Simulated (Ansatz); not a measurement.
# AlPH (quartet): wB97M-V, B2PLYP over a scan of the distance Al1–P2, 6-31G, part 2 of 2

Ansatz 0.2.0, Gaussian basis; 6-31G, all electrons in the functionals, frozen cores in the correlation of double hybrids and RPA. Earlier steps stand in the parts before.

### 13 B2PLYP, 1.898 Å

Input file in.yaml:

```yaml
crystal:
  periodic: [false, false, false]
  atoms:
    - {symbol: Al, position_ang: [0.000000, 0.022696, 1.033065]}
    - {symbol: P, position_ang: [0.000000, -0.063397, -0.862982]}
    - {symbol: H, position_ang: [0.000000, 1.340615, -1.134873]}
basis:
  gaussian: {orbitals: 6-31G}
magnetization: {spin_polarized: true, initial_magnetization: 3}
hamiltonian: {xc: {name: B2PLYP}}
correlation: {electrons: outside_noble_gas}
```

Command:

```
$ ansatz run in.yaml --threads 1 --pin off --events-out ev --progress --plain --max-ram 4096MiB --backend cpu
```

The program printed (excerpt; [...] marks lines left out):

```text
Functional definition: B2PLYP
  name "B2PLYP"
  cite "Grimme, J. Chem. Phys. 124, 034108 (2006) doi:10.1063/1.2148954"
  cite "Becke, Phys. Rev. A 38, 3098 (1988) doi:10.1103/PhysRevA.38.3098"
  cite "Lee, Yang & Parr, Phys. Rev. B 37, 785 (1988) doi:10.1103/PhysRevB.37.785"
[...]
310 factors; integrals over basis functions are off by at most 2.5e-4 eV
[...]
mean field -15886.11409135 eV, -583.8039248624 hartree, gradient 2.1e-6 eV, S^2 3.753333; 4 other end points of the search recorded, 0 dependent functions left out
10 core orbitals not correlated: weight in the atoms' cores, before any rotation towards them, 1.000 or more for the frozen orbitals, at most 0.000 for the correlated occupied ones
reference -15886.11421041 eV, -583.8039292377 hartree; 6, 3 occupied and 12, 15 virtual orbitals, 310 factors
second order -1.94981779 eV of doubles, -0.00000000 eV of singles
Total energy: -15886.64066121 eV, -583.8232759478 hartree
```

Run time: 1 s. Hardware: 1 thread of AMD EPYC 7R13, shared host.

From the report: ⟨S²⟩ of the determinant 3.753 (pure quartet: 3.75).

### 14 B2PLYP, 2.119 Å

Input file in.yaml:

```yaml
crystal:
  periodic: [false, false, false]
  atoms:
    - {symbol: Al, position_ang: [0.000000, 0.028134, 1.152812]}
    - {symbol: P, position_ang: [0.000000, -0.067984, -0.964007]}
    - {symbol: H, position_ang: [0.000000, 1.336028, -1.235898]}
basis:
  gaussian: {orbitals: 6-31G}
magnetization: {spin_polarized: true, initial_magnetization: 3}
hamiltonian: {xc: {name: B2PLYP}}
correlation: {electrons: outside_noble_gas}
```

Same command.

The program printed (excerpt; [...] marks lines left out):

```text
Functional definition: B2PLYP
  name "B2PLYP"
  cite "Grimme, J. Chem. Phys. 124, 034108 (2006) doi:10.1063/1.2148954"
  cite "Becke, Phys. Rev. A 38, 3098 (1988) doi:10.1103/PhysRevA.38.3098"
  cite "Lee, Yang & Parr, Phys. Rev. B 37, 785 (1988) doi:10.1103/PhysRevB.37.785"
[...]
310 factors; integrals over basis functions are off by at most 2.5e-4 eV
[...]
mean field -15887.90649919 eV, -583.8697946353 hartree, gradient 2.1e-6 eV, S^2 3.754692; 2 other end points of the search recorded, 0 dependent functions left out
10 core orbitals not correlated: weight in the atoms' cores, before any rotation towards them, 1.000 or more for the frozen orbitals, at most 0.000 for the correlated occupied ones
reference -15887.90661998 eV, -583.8697990745 hartree; 6, 3 occupied and 12, 15 virtual orbitals, 310 factors
second order -1.97991125 eV of doubles, -0.00000000 eV of singles
Total energy: -15888.44119602 eV, -583.8894443815 hartree
```

It took 0.99 s on 1 thread of AMD EPYC 7R13, shared host.

From the report: ⟨S²⟩ of the determinant 3.755 (pure quartet: 3.75).

### 15 B2PLYP, 2.392 Å

Input file in.yaml:

```yaml
crystal:
  periodic: [false, false, false]
  atoms:
    - {symbol: Al, position_ang: [0.000000, 0.034843, 1.300562]}
    - {symbol: P, position_ang: [0.000000, -0.073644, -1.088657]}
    - {symbol: H, position_ang: [0.000000, 1.330368, -1.360548]}
basis:
  gaussian: {orbitals: 6-31G}
magnetization: {spin_polarized: true, initial_magnetization: 3}
hamiltonian: {xc: {name: B2PLYP}}
correlation: {electrons: outside_noble_gas}
```

Launched as before.

The program printed (excerpt; [...] marks lines left out):

```text
Functional definition: B2PLYP
  name "B2PLYP"
  cite "Grimme, J. Chem. Phys. 124, 034108 (2006) doi:10.1063/1.2148954"
  cite "Becke, Phys. Rev. A 38, 3098 (1988) doi:10.1103/PhysRevA.38.3098"
  cite "Lee, Yang & Parr, Phys. Rev. B 37, 785 (1988) doi:10.1103/PhysRevB.37.785"
[...]
310 factors; integrals over basis functions are off by at most 2.5e-4 eV
[...]
mean field -15888.61020097 eV, -583.8956551987 hartree, gradient 9.2e-6 eV, S^2 3.761468; 2 other end points of the search recorded, 0 dependent functions left out
10 core orbitals not correlated: weight in the atoms' cores, before any rotation towards them, 1.000 or more for the frozen orbitals, at most 0.000 for the correlated occupied ones
reference -15888.61032380 eV, -583.8956597127 hartree; 6, 3 occupied and 12, 15 virtual orbitals, 310 factors
second order -2.00340118 eV of doubles, -0.00000000 eV of singles
Total energy: -15889.15124212 eV, -583.9155380943 hartree
```

It took 1.1 s on 1 thread of AMD EPYC 7R13, shared host.

From the report: ⟨S²⟩ of the determinant 3.761 (pure quartet: 3.75).

### 16 B2PLYP, 2.644 Å

Input file in.yaml:

```yaml
crystal:
  periodic: [false, false, false]
  atoms:
    - {symbol: Al, position_ang: [0.000000, 0.041051, 1.437279]}
    - {symbol: P, position_ang: [0.000000, -0.078882, -1.203999]}
    - {symbol: H, position_ang: [0.000000, 1.325130, -1.475890]}
basis:
  gaussian: {orbitals: 6-31G}
magnetization: {spin_polarized: true, initial_magnetization: 3}
hamiltonian: {xc: {name: B2PLYP}}
correlation: {electrons: outside_noble_gas}
```

The command is unchanged.

The program printed (excerpt; [...] marks lines left out):

```text
Functional definition: B2PLYP
  name "B2PLYP"
  cite "Grimme, J. Chem. Phys. 124, 034108 (2006) doi:10.1063/1.2148954"
  cite "Becke, Phys. Rev. A 38, 3098 (1988) doi:10.1103/PhysRevA.38.3098"
  cite "Lee, Yang & Parr, Phys. Rev. B 37, 785 (1988) doi:10.1103/PhysRevB.37.785"
[...]
310 factors; integrals over basis functions are off by at most 2.5e-4 eV
[...]
mean field -15888.70605290 eV, -583.8991776924 hartree, gradient 3.7e-6 eV, S^2 3.770608; 2 other end points of the search recorded, 0 dependent functions left out
10 core orbitals not correlated: weight in the atoms' cores, before any rotation towards them, 1.000 or more for the frozen orbitals, at most 0.000 for the correlated occupied ones
reference -15888.70617701 eV, -583.8991822531 hartree; 6, 3 occupied and 12, 15 virtual orbitals, 310 factors
second order -1.95545823 eV of doubles, -0.00000000 eV of singles
Total energy: -15889.23415073 eV, -583.9185849295 hartree
```

It took 1 s on 1 thread of AMD EPYC 7R13, shared host.

From the report: ⟨S²⟩ of the determinant 3.771 (pure quartet: 3.75).

From 2.392 Å: -8.0 kJ/mol.

### 17 B2PLYP, 2.918 Å

Input file in.yaml:

```yaml
crystal:
  periodic: [false, false, false]
  atoms:
    - {symbol: Al, position_ang: [0.000000, 0.047792, 1.585744]}
    - {symbol: P, position_ang: [0.000000, -0.084569, -1.329253]}
    - {symbol: H, position_ang: [0.000000, 1.319443, -1.601144]}
basis:
  gaussian: {orbitals: 6-31G}
magnetization: {spin_polarized: true, initial_magnetization: 3}
hamiltonian: {xc: {name: B2PLYP}}
correlation: {electrons: outside_noble_gas}
```

Launched as before.

The program printed (excerpt; [...] marks lines left out):

```text
Functional definition: B2PLYP
  name "B2PLYP"
  cite "Grimme, J. Chem. Phys. 124, 034108 (2006) doi:10.1063/1.2148954"
  cite "Becke, Phys. Rev. A 38, 3098 (1988) doi:10.1103/PhysRevA.38.3098"
  cite "Lee, Yang & Parr, Phys. Rev. B 37, 785 (1988) doi:10.1103/PhysRevB.37.785"
[...]
310 factors; integrals over basis functions are off by at most 2.5e-4 eV
[...]
mean field -15888.67649387 eV, -583.8980914182 hartree, gradient 5.9e-6 eV, S^2 3.771285; 4 other end points of the search recorded, 0 dependent functions left out
10 core orbitals not correlated: weight in the atoms' cores, before any rotation towards them, 1.000 or more for the frozen orbitals, at most 0.000 for the correlated occupied ones
reference -15888.67662007 eV, -583.8980960559 hartree; 6, 3 occupied and 12, 15 virtual orbitals, 310 factors
second order -1.85099399 eV of doubles, -0.00000000 eV of singles
Total energy: -15889.17638845 eV, -583.9164622050 hartree
```

Wall time 1.2 s (1 thread of AMD EPYC 7R13, shared host).

From the report: ⟨S²⟩ of the determinant 3.771 (pure quartet: 3.75).

From 2.392 Å: -2.4 kJ/mol.

### 18 B2PLYP, 3.313 Å

Input file in.yaml:

```yaml
crystal:
  periodic: [false, false, false]
  atoms:
    - {symbol: Al, position_ang: [0.000000, 0.057510, 1.799772]}
    - {symbol: P, position_ang: [0.000000, -0.092768, -1.509818]}
    - {symbol: H, position_ang: [0.000000, 1.311244, -1.781709]}
basis:
  gaussian: {orbitals: 6-31G}
magnetization: {spin_polarized: true, initial_magnetization: 3}
hamiltonian: {xc: {name: B2PLYP}}
correlation: {electrons: outside_noble_gas}
```

Same command.

The program printed (excerpt; [...] marks lines left out):

```text
Functional definition: B2PLYP
  name "B2PLYP"
  cite "Grimme, J. Chem. Phys. 124, 034108 (2006) doi:10.1063/1.2148954"
  cite "Becke, Phys. Rev. A 38, 3098 (1988) doi:10.1103/PhysRevA.38.3098"
  cite "Lee, Yang & Parr, Phys. Rev. B 37, 785 (1988) doi:10.1103/PhysRevB.37.785"
[...]
310 factors; integrals over basis functions are off by at most 2.5e-4 eV
[...]
mean field -15888.63861853 eV, -583.8966995248 hartree, gradient 6.7e-6 eV, S^2 3.761588; 4 other end points of the search recorded, 0 dependent functions left out
10 core orbitals not correlated: weight in the atoms' cores, before any rotation towards them, 1.000 or more for the frozen orbitals, at most 0.000 for the correlated occupied ones
reference -15888.63874990 eV, -583.8967043528 hartree; 6, 3 occupied and 12, 15 virtual orbitals, 310 factors
second order -1.73880725 eV of doubles, -0.00000000 eV of singles
Total energy: -15889.10822786 eV, -583.9139573496 hartree
```

Wall time 1.4 s (1 thread of AMD EPYC 7R13, shared host).

From the report: ⟨S²⟩ of the determinant 3.762 (pure quartet: 3.75).

From 2.392 Å: +4.2 kJ/mol.

### 19 B2PLYP, 3.839 Å

Input file in.yaml:

```yaml
crystal:
  periodic: [false, false, false]
  atoms:
    - {symbol: Al, position_ang: [0.000000, -0.351912, 2.647329]}
    - {symbol: P, position_ang: [0.000000, -0.526050, -1.187719]}
    - {symbol: H, position_ang: [0.000000, 0.877962, -1.459610]}
basis:
  gaussian: {orbitals: 6-31G}
magnetization: {spin_polarized: true, initial_magnetization: 3}
hamiltonian: {xc: {name: B2PLYP}}
correlation: {electrons: outside_noble_gas}
```

Same command.

The program printed (excerpt; [...] marks lines left out):

```text
Functional definition: B2PLYP
  name "B2PLYP"
  cite "Grimme, J. Chem. Phys. 124, 034108 (2006) doi:10.1063/1.2148954"
  cite "Becke, Phys. Rev. A 38, 3098 (1988) doi:10.1103/PhysRevA.38.3098"
  cite "Lee, Yang & Parr, Phys. Rev. B 37, 785 (1988) doi:10.1103/PhysRevB.37.785"
[...]
310 factors; integrals over basis functions are off by at most 2.5e-4 eV
[...]
mean field -15888.61826826 eV, -583.8959516664 hartree, gradient 1.0e-8 eV, S^2 3.755834; 4 other end points of the search recorded, 0 dependent functions left out
10 core orbitals not correlated: weight in the atoms' cores, before any rotation towards them, 1.000 or more for the frozen orbitals, at most 0.000 for the correlated occupied ones
reference -15888.61840292 eV, -583.8959566149 hartree; 6, 3 occupied and 12, 15 virtual orbitals, 310 factors
second order -1.67272442 eV of doubles, -0.00000000 eV of singles
Total energy: -15889.07003851 eV, -583.9125539168 hartree
```

Wall time 2.6 s (1 thread of AMD EPYC 7R13, shared host).

From the report: ⟨S²⟩ of the determinant 3.756 (pure quartet: 3.75).

From 2.392 Å: +7.8 kJ/mol.

### 20 B2PLYP, 4.403 Å

Input file in.yaml:

```yaml
crystal:
  periodic: [false, false, false]
  atoms:
    - {symbol: Al, position_ang: [0.000000, -0.334857, 3.022942]}
    - {symbol: P, position_ang: [0.000000, -0.534578, -1.375526]}
    - {symbol: H, position_ang: [0.000000, 0.869434, -1.647417]}
basis:
  gaussian: {orbitals: 6-31G}
magnetization: {spin_polarized: true, initial_magnetization: 3}
hamiltonian: {xc: {name: B2PLYP}}
correlation: {electrons: outside_noble_gas}
```

Launched as before.

The program printed (excerpt; [...] marks lines left out):

```text
Functional definition: B2PLYP
  name "B2PLYP"
  cite "Grimme, J. Chem. Phys. 124, 034108 (2006) doi:10.1063/1.2148954"
  cite "Becke, Phys. Rev. A 38, 3098 (1988) doi:10.1103/PhysRevA.38.3098"
  cite "Lee, Yang & Parr, Phys. Rev. B 37, 785 (1988) doi:10.1103/PhysRevB.37.785"
[...]
310 factors; integrals over basis functions are off by at most 2.5e-4 eV
[...]
mean field -15888.60712621 eV, -583.8955422034 hartree, gradient 3.2e-6 eV, S^2 3.754902; 4 other end points of the search recorded, 0 dependent functions left out
10 core orbitals not correlated: weight in the atoms' cores, before any rotation towards them, 1.000 or more for the frozen orbitals, at most 0.000 for the correlated occupied ones
reference -15888.60726605 eV, -583.8955473424 hartree; 6, 3 occupied and 12, 15 virtual orbitals, 310 factors
second order -1.64427726 eV of doubles, -0.00000000 eV of singles
Total energy: -15889.05122091 eV, -583.9118623826 hartree
```

Wall time 2.3 s (1 thread of AMD EPYC 7R13, shared host).

From the report: ⟨S²⟩ of the determinant 3.755 (pure quartet: 3.75).

From 2.392 Å: +9.7 kJ/mol.

### 21 B2PLYP, 5.255 Å

Input file in.yaml:

```yaml
crystal:
  periodic: [false, false, false]
  atoms:
    - {symbol: Al, position_ang: [0.000000, -0.309092, 3.590358]}
    - {symbol: P, position_ang: [0.000000, -0.547460, -1.659233]}
    - {symbol: H, position_ang: [0.000000, 0.856552, -1.931124]}
basis:
  gaussian: {orbitals: 6-31G}
magnetization: {spin_polarized: true, initial_magnetization: 3}
hamiltonian: {xc: {name: B2PLYP}}
correlation: {electrons: outside_noble_gas}
```

The command is unchanged.

The program printed (excerpt; [...] marks lines left out):

```text
Functional definition: B2PLYP
  name "B2PLYP"
  cite "Grimme, J. Chem. Phys. 124, 034108 (2006) doi:10.1063/1.2148954"
  cite "Becke, Phys. Rev. A 38, 3098 (1988) doi:10.1103/PhysRevA.38.3098"
  cite "Lee, Yang & Parr, Phys. Rev. B 37, 785 (1988) doi:10.1103/PhysRevB.37.785"
[...]
310 factors; integrals over basis functions are off by at most 2.8e-4 eV
[...]
mean field -15888.60081250 eV, -583.8953101788 hartree, gradient 3.7e-10 eV, S^2 3.754795; 4 other end points of the search recorded, 0 dependent functions left out
10 core orbitals not correlated: weight in the atoms' cores, before any rotation towards them, 1.000 or more for the frozen orbitals, at most 0.000 for the correlated occupied ones
reference -15888.60096355 eV, -583.8953157300 hartree; 6, 3 occupied and 12, 15 virtual orbitals, 310 factors
second order -1.62874159 eV of doubles, -0.00000000 eV of singles
Total energy: -15889.04072378 eV, -583.9114766204 hartree
```

It took 5.5 s on 1 thread of AMD EPYC 7R13, shared host.

From the report: ⟨S²⟩ of the determinant 3.755 (pure quartet: 3.75).

From 2.392 Å: +10.7 kJ/mol.

### 22 B2PLYP, 6.410 Å

Input file in.yaml:

```yaml
crystal:
  periodic: [false, false, false]
  atoms:
    - {symbol: Al, position_ang: [0.000000, -0.274165, 4.359565]}
    - {symbol: P, position_ang: [0.000000, -0.564924, -2.043837]}
    - {symbol: H, position_ang: [0.000000, 0.839088, -2.315728]}
basis:
  gaussian: {orbitals: 6-31G}
magnetization: {spin_polarized: true, initial_magnetization: 3}
hamiltonian: {xc: {name: B2PLYP}}
correlation: {electrons: outside_noble_gas}
```

The command is unchanged.

The program printed (excerpt; [...] marks lines left out):

```text
Functional definition: B2PLYP
  name "B2PLYP"
  cite "Grimme, J. Chem. Phys. 124, 034108 (2006) doi:10.1063/1.2148954"
  cite "Becke, Phys. Rev. A 38, 3098 (1988) doi:10.1103/PhysRevA.38.3098"
  cite "Lee, Yang & Parr, Phys. Rev. B 37, 785 (1988) doi:10.1103/PhysRevB.37.785"
[...]
310 factors; integrals over basis functions are off by at most 2.5e-4 eV
[...]
mean field -15888.59884872 eV, -583.8952380113 hartree, gradient 3.1e-10 eV, S^2 3.754787; 4 other end points of the search recorded, 0 dependent functions left out
10 core orbitals not correlated: weight in the atoms' cores, before any rotation towards them, 1.000 or more for the frozen orbitals, at most 0.000 for the correlated occupied ones
reference -15888.59900847 eV, -583.8952438821 hartree; 6, 3 occupied and 12, 15 virtual orbitals, 310 factors
second order -1.62370186 eV of doubles, -0.00000000 eV of singles
Total energy: -15889.03740798 eV, -583.9113547667 hartree
```

Wall time 4.9 s (1 thread of AMD EPYC 7R13, shared host).

From the report: ⟨S²⟩ of the determinant 3.755 (pure quartet: 3.75).

From 2.392 Å: +11.0 kJ/mol.

### 23 B2PLYP, 7.939 Å

Input file in.yaml:

```yaml
crystal:
  periodic: [false, false, false]
  atoms:
    - {symbol: Al, position_ang: [0.000000, -0.227928, 5.377849]}
    - {symbol: P, position_ang: [0.000000, -0.588042, -2.552979]}
    - {symbol: H, position_ang: [0.000000, 0.815970, -2.824870]}
basis:
  gaussian: {orbitals: 6-31G}
magnetization: {spin_polarized: true, initial_magnetization: 3}
hamiltonian: {xc: {name: B2PLYP}}
correlation: {electrons: outside_noble_gas}
```

Launched as before.

The program printed (excerpt; [...] marks lines left out):

```text
Functional definition: B2PLYP
  name "B2PLYP"
  cite "Grimme, J. Chem. Phys. 124, 034108 (2006) doi:10.1063/1.2148954"
  cite "Becke, Phys. Rev. A 38, 3098 (1988) doi:10.1103/PhysRevA.38.3098"
  cite "Lee, Yang & Parr, Phys. Rev. B 37, 785 (1988) doi:10.1103/PhysRevB.37.785"
[...]
310 factors; integrals over basis functions are off by at most 2.5e-4 eV
[...]
mean field -15888.59749860 eV, -583.8951883952 hartree, gradient 1.5e-10 eV, S^2 3.754781; 4 other end points of the search recorded, 0 dependent functions left out
10 core orbitals not correlated: weight in the atoms' cores, before any rotation towards them, 1.000 or more for the frozen orbitals, at most 0.000 for the correlated occupied ones
reference -15888.59767103 eV, -583.8951947320 hartree; 6, 3 occupied and 12, 15 virtual orbitals, 310 factors
second order -1.62267885 eV of doubles, -0.00000000 eV of singles
Total energy: -15889.03579432 eV, -583.9112954660 hartree
```

It took 5.5 s on 1 thread of AMD EPYC 7R13, shared host.

From the report: ⟨S²⟩ of the determinant 3.755 (pure quartet: 3.75).

From 2.392 Å: +11.1 kJ/mol.

### 24 Against the wave-function levels

The yardstick is full CI for this spin, exact in this basis with these frozen cores. It comes from earlier runs at the same points. Energies in kJ/mol, counted from 2.392 Å; blanks weren't run or aren't comparable.

| level | 1.898 Å | 2.119 Å | 2.392 Å | 2.644 Å | 2.918 Å | 3.313 Å | 3.839 Å | 4.403 Å | 5.255 Å | 6.410 Å | 7.939 Å |
| --- | --- | --- | --- | --- | --- | --- | --- | --- | --- | --- | --- |
| FCI | 257.6 | 75.2 | 0.0 | -12.4 | -10.6 | -8.0 | -7.1 | -6.0 | -4.7 | -4.0 | -3.7 |
| wB97M-V | 230.5 | 63.4 | 0.0 | -6.3 | -1.1 | 5.7 | 11.7 | 15.5 | 17.7 | 18.8 | 19.3 |
| B2PLYP | 242.2 | 68.5 | 0.0 | -8.0 | -2.4 | 4.2 | 7.8 | 9.7 | 10.7 | 11.0 | 11.1 |

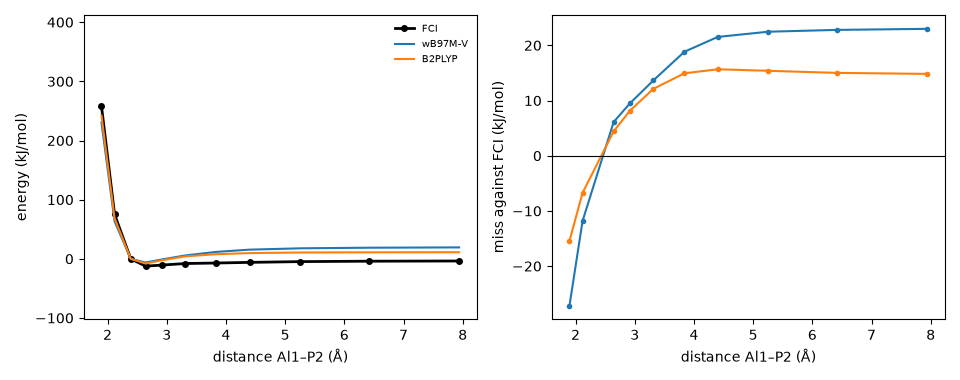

Left: the curves (the axis may cut off levels that run far away). Right: misses against FCI, in the same colours.

Largest miss and mean time a point (FCI took 13 s a point; shared hosts):

| level | largest miss (kJ/mol) | where | time a point |
| --- | --- | --- | --- |
| wB97M-V | -27.2 | 1.898 Å | 9.8 s |
| B2PLYP | +15.7 | 4.403 Å | 2.5 s |

### 25 Outcome

This closing draws on all 2 parts.

| quantity | value |
| --- | --- |
| span of the FCI curve | 270.1 kJ/mol |
| largest miss, wB97M-V | -27.2 kJ/mol (1.898 Å) |
| largest miss, B2PLYP | +15.7 kJ/mol (4.403 Å) |

Of the functionals, B2PLYP keep the smallest largest miss at the points compared (at most 15.7 kJ/mol) and wB97M-V strays most (27.2 kJ/mol, at 1.898 Å). Functionals and the yardstick converge differently with the basis, so part of each miss in 6-31G is the basis.
